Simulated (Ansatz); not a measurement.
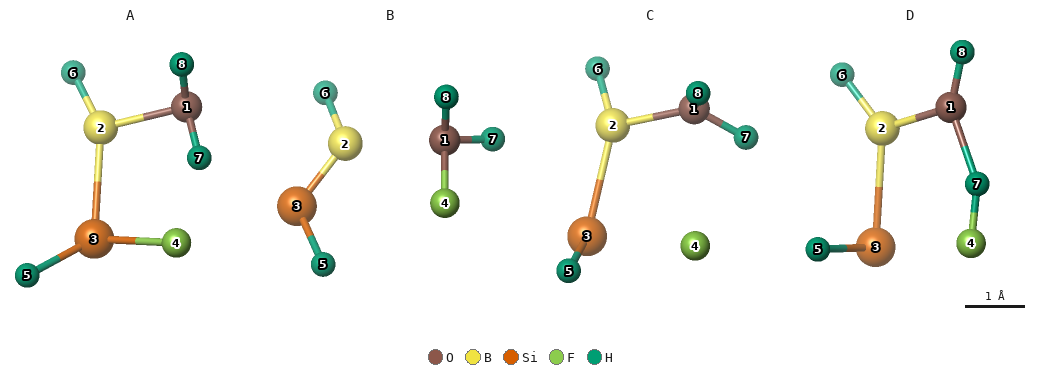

4 geometries from one relaxation of BSiH₄OF, in shuffled order. Style: ball-and-stick. Shown at a tilt.

It is one of the separated reactants of a reaction.

Method: RKS PBE-D4/def2-SVP in Ansatz 0.2.0. (force threshold 0.03 eV/Å; at most 250 steps)

**Put them in the order of the run, from the start to the converged end.**

B, C, A, D. They are steps 0, 7, 16, 35, at +1797.4 kJ/mol, +370.4 kJ/mol, +32.8 kJ/mol relative to the last. After 30 accepted moves (35 points after the start) the energy has fallen by 1797.4 kJ/mol. The largest force component goes from 30 to 0.0062 eV/Å. The line search rejected the trial steps at points 24, 28, 30, 32, 34 of the run. The largest move after the best rigid fit is that of Si3, 1.22 Å. Largest moves by element: Si 1.22 Å, H 1.20 Å, F 0.86 Å, O 0.65 Å, B 0.43 Å. Among the contacts that change: O1–F4 1.260 → 2.366 Å, Si3–F4 3.030 → 2.071 Å, F4–H7 1.806 → 1.015 Å, B2–Si3 1.349 → 2.031 Å. New bonds form, among them: F4–H7 (1.81 → 1.02 Å), O1–B2 (2.03 → 1.41 Å). Bonds break, among them: O1–F4 (1.26 → 2.37 Å). Among the angles between lasting bonds that change: B2–Si3–H5 113.9° → 89.1°, Si3–B2–H6 116.1° → 132.7°. Groups turn about B2–Si3 by about 95°. The run took 54 s on 2 threads of Arm Neoverse V1, with other jobs on the host.
